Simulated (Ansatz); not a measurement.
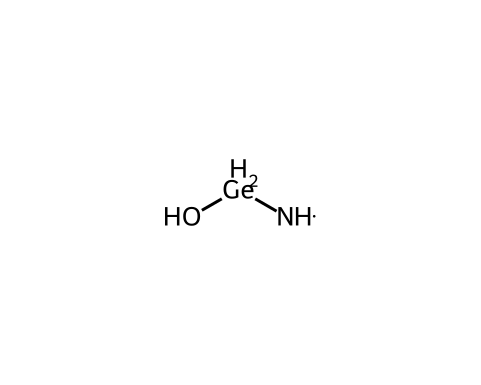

Skeletal drawing of a molecule. The species is neutral and a spin doublet.

Write the SMILES.

[NH][GeH2][OH]

Give the formula, hydrogens included.

GeH4NO.

An optimisation with PBE0-D4/def2-TZVP gave a structure of which point group?

C1.

The parts below concern this one geometry. Atoms keep their numbers from picture to picture. The computed structure is the end point of a PBE0-D4/def2-TZVP optimisation.

## Geometry

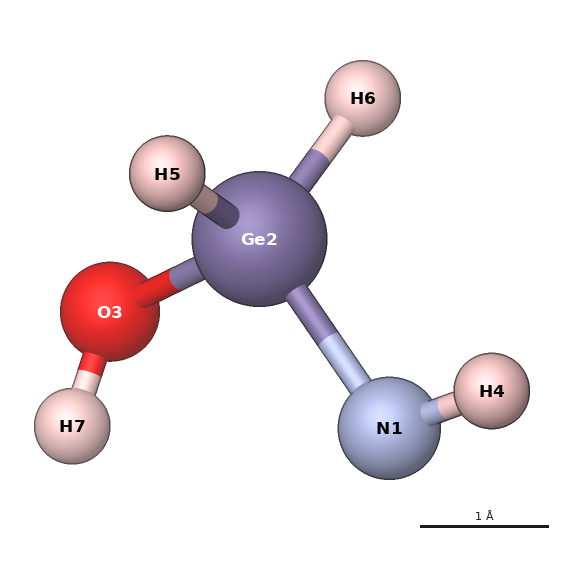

Atoms carry their numbers in the input.

Which atoms are bonded, and how long are the bonds?

```json
{"bond": "N1–Ge2", "length (Å)": "1.860"}
{"bond": "N1–H4", "length (Å)": "1.025"}
{"bond": "Ge2–O3", "length (Å)": "1.771"}
{"bond": "Ge2–H5", "length (Å)": "1.544"}
{"bond": "Ge2–H6", "length (Å)": "1.536"}
{"bond": "O3–H7", "length (Å)": "0.961"}
```

## Levels of theory compared

Program: Ansatz 0.2.0.

Tabulate dipole (D), HOMO energy (eV) at these levels: B3LYP-D4/def2-TZVPP; PBE-D4/def2-TZVPP; r2SCAN-D4/def2-TZVPP; ωB97M-V/def2-TZVPP.

```
               level  dipole (D)  HOMO energy (eV)
 B3LYP-D4/def2-TZVPP        1.81             −7.85
   PBE-D4/def2-TZVPP        1.68             −6.63
r2SCAN-D4/def2-TZVPP        1.76             −6.96
  ωB97M-V/def2-TZVPP        1.84            −10.40
```

## Thermal motion

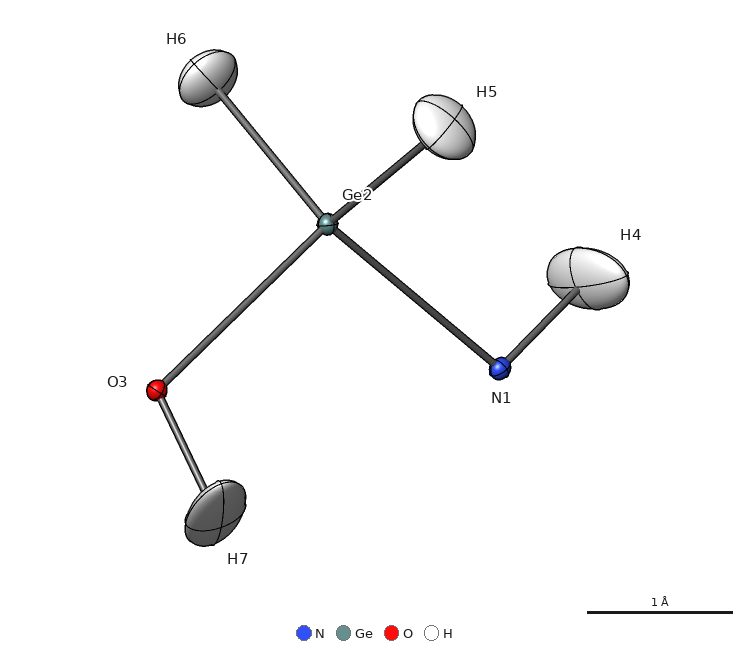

Displacement ellipsoids at the 50 % level, from the internal vibrations of the free molecule (harmonic, no overall translation or rotation; no half-axis is drawn under 0.075 Å). Vibrations computed with UKS PBE0-D4/def2-TZVP (Ansatz 0.2.0). Temperature: 100 K.

List U_eq and the three principal root-mean-square amplitudes for each kind of atom.

```
atom  U_eq (Å²)   rms amplitudes (Å)
  N1     0.0017  0.026, 0.038, 0.054
 Ge2    0.00014  0.007, 0.009, 0.017
  O3     0.0014  0.031, 0.033, 0.046
  H4     0.0333  0.084, 0.152, 0.264
  H5     0.0190  0.089, 0.149, 0.164
  H6     0.0189  0.088, 0.149, 0.164
  H7     0.0650  0.071, 0.142, 0.412
```

## Charges

The questions are on Mulliken charges. Method: UKS B3LYP-D4/def2-TZVPP (Ansatz 0.2.0).

List the Mulliken charges.

```json
{"atom": "N1", "value (e)": "−0.33"}
{"atom": "Ge2", "value (e)": "0.48"}
{"atom": "O3", "value (e)": "−0.43"}
{"atom": "H4", "value (e)": "0.13"}
{"atom": "H5", "value (e)": "−0.03"}
{"atom": "H6", "value (e)": "−0.01"}
{"atom": "H7", "value (e)": "0.18"}
```

Mulliken values depend strongly on the basis set and can even reverse the polarity of a bond.
